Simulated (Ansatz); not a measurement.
**FH (charge +1): ladder of basis sets from a Python script**

How does the energy of FH (charge +1) converge with the basis? A script is to give a ladder of basis sets; the system is FH (charge +1).

Computed with the Python package of Ansatz 0.2.0. The levels of theory stand in the script.

## (1) The structure

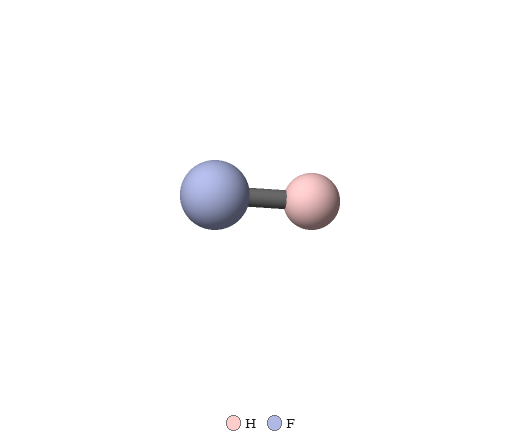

The structure that the script starts from, seen from a chosen angle (hydrogen pink, fluorine light blue).

The script holds or builds the structure itself.

## (2) The script

Contents of fh.py:

```python
'''How the energy of FH(+) converges with the basis.'''

import ansatz as az


def main() -> None:
    geometry_ang = [
        ('H', (0.0, 0.0, 0.0)),
        ('F', (0.0, 0.0, 1.035)),
    ]
    fh = az.Crystal.molecule()
    for symbol, xyz in geometry_ang:
        fh = fh.atom(symbol, xyz)

    model = (
        fh.calculation()
        .correlation('MP2')
        .charge(1)
        .spin('collinear', total=1)
    )

    energies = {}
    for basis in ['aug-cc-pVDZ', 'aug-cc-pVTZ']:
        data = model.basis(gaussian=basis).run(threads=1).report
        size = data['n_frozen'] + data['n_occupied'][0] + data['n_virtual'][0]
        energies[basis] = (data['reference_energy_ev'] / 27.211386246, data['free_energy_ev'] / 27.211386246)
        print(f'{basis:14s} {size:4d} orbitals  reference {energies[basis][0]:14.6f} Ha  total {energies[basis][1]:14.6f} Ha')

    # correlation energy at the basis limit from E(X) = E + A / X^3
    small, large = (energies[b][1] - energies[b][0] for b in ('aug-cc-pVDZ', 'aug-cc-pVTZ'))
    limit = (3 ** 3 * large - 2 ** 3 * small) / (3 ** 3 - 2 ** 3)
    print(f'correlation energy: {small:.6f} and {large:.6f} Ha, extrapolated {limit:.6f} Ha')
    print(f'share caught by the larger set: {100 * large / limit:.1f} %')


if __name__ == '__main__':
    main()
```

## (3) The calls as engine input

The package turns the script's settings into the engine's input (first run):

```yaml
crystal:
  periodic: [false, false, false]
  atoms:
    - { symbol: H, position_ang: [0.0, 0.0, 0.0] }
    - { symbol: F, position_ang: [0.0, 0.0, 1.035] }
basis:
  gaussian:
    orbitals: aug-cc-pVDZ
magnetization:
  spin_polarized: true
  initial_magnetization: 1.0
total_charge: 1.0
correlation:
  method: mp2
```

## (4) The run

Run with:

```sh
> python fh.py
```

Output:

```text
aug-cc-pVDZ      32 orbitals  reference     -99.504991 Ha  total     -99.663160 Ha
aug-cc-pVTZ      69 orbitals  reference     -99.535895 Ha  total     -99.743921 Ha
correlation energy: -0.158170 and -0.208026 Ha, extrapolated -0.229018 Ha
share caught by the larger set: 90.8 %
```

Run time: 0.7 s. Hardware: 1 thread of Arm Neoverse V2, shared host; peak memory 0.14 GiB.

## (5) What changed from run to run

The engine's inputs for the other runs:

Run 2, against run 1:

```diff
@@ -8 +8 @@
-    orbitals: aug-cc-pVDZ
+    orbitals: aug-cc-pVTZ
```

Lines on the test bed's own set-up are left out of the output.

## (6) What each run gave

From the records of these 2 runs:

| run | basis | energy (eV) | <S²> | iterations in all | CPU time (s) |
| --- | --- | --- | --- | --- | --- |
| 1 | aug-cc-pVDZ | -2711.9727 | 0.76 | 20 | 0.08 |
| 2 | aug-cc-pVTZ | -2714.1704 | 0.76 | 19 | 0.24 |

Correlation energies (total less mean field):

| basis | correlation (eV) | share of the last | miss against the last (eV) | CPU time (s) |
| --- | --- | --- | --- | --- |
| aug-cc-pVDZ | -4.304 | 76.0 % | +1.357 | 0.08 |
| aug-cc-pVTZ | -5.661 | 100.0 % | +0.000 | 0.24 |

## (7) Results

| quantity | value |
| --- | --- |
| extrapolated correlation energy | -0.229018 Ha |
| runs compared | 2 |
| correlation energy, last run | -5.661 eV |

What this shows: Against aug-cc-pVDZ: aug-cc-pVTZ -80.8 mHa. The last step alone is -80.76 mHa. What to keep in mind:
- The drop along the ladder measures the basis error, and is no property of the molecule.
- The geometry is a force-field or estimated start, not a minimum of this method, and the last set is no limit. Much of the fall in a total is atomic energy, which cancels in bond and reaction energies.
- The species is open-shell (spin multiplicity 2).
- Inner cores stay frozen, so this is valence correlation.
- An extrapolation from small basis sets is rough.
